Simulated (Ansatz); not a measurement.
## GeF2 (SMILES [F][Ge][F]): where methods fail along a bond

GeF2 has 3 atoms, charge 0, and is taken as a singlet. As SMILES, `[F][Ge][F]`. The shape comes from GFN2-xTB, which is rough for such elements, and wasn't checked as a minimum.

```xyz
3

Ge    0.0045   -0.0079   -0.8123
F     1.3208   -0.0187    0.4151
F    -1.3253    0.0267    0.3972
```

The Ge1–F3 distance is scanned; the parts on either side stay rigid. Basis STO-3G, 11 core orbitals frozen in the correlated methods; program Ansatz 0.2.0. FCI is exact within this basis and core. Energies in eV from each method's value at 1.798 Å; methods without a U are spin-restricted; a dash marks a point that is missing or didn't converge. The shape above is that at 1.798 Å.

| distance (Å) | HF | BLYP | r2SCAN | CAM-B3LYP | MP2 | CCSDT(Q) | FCI |
| --- | --- | --- | --- | --- | --- | --- | --- |
| 1.798 | 0.00 | 0.00 | 0.00 | 0.00 | 0.00 | 0.00 | 0.00 |
| 2.247 | 2.75 | 2.02 | 2.18 | 2.49 | 2.37 | 1.88 | 1.89 |
| 2.697 | 5.79 | 4.15 | 4.43 | 5.07 | 4.52 | 3.39 | 3.39 |
| 3.596 | 9.16 | 6.27 | 6.62 | 7.81 | 4.96 | 4.02 | 4.01 |
| 4.495 | 10.13 | 6.66 | 7.01 | 8.54 | 2.88 | – | 4.03 |

Departure from the FCI curve at its largest: HF +6.10 eV at 4.50 Å; BLYP +2.63 eV at 4.50 Å; r2SCAN +2.98 eV at 4.50 Å; CAM-B3LYP +4.51 eV at 4.50 Å; MP2 -1.15 eV at 4.50 Å; CCSDT(Q) -0.02 eV at 2.25 Å. The curve of MP2 turns over, which the reference doesn't. Functionals converge differently with the basis, so for them the departure isn't an error alone. Restricted Hartree–Fock keeps the electrons paired, so it rises far too high as the bond breaks.

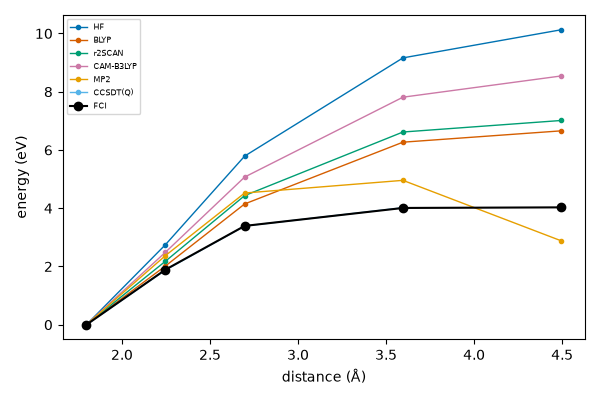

The curves of the table.
